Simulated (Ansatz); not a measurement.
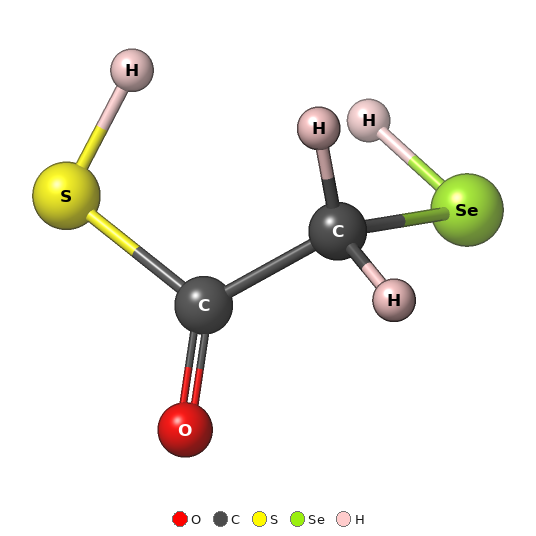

Orthographic view. Distant atoms are faded towards the background colour. Computed geometry: PBE-D4/def2-SVP optimisation. No frequency run is at hand to confirm it as a minimum.

> Give the standard InChI.

InChI=1S/C2H4OSSe/c3-2(4)1-5/h5H,1H2,(H,3,4)
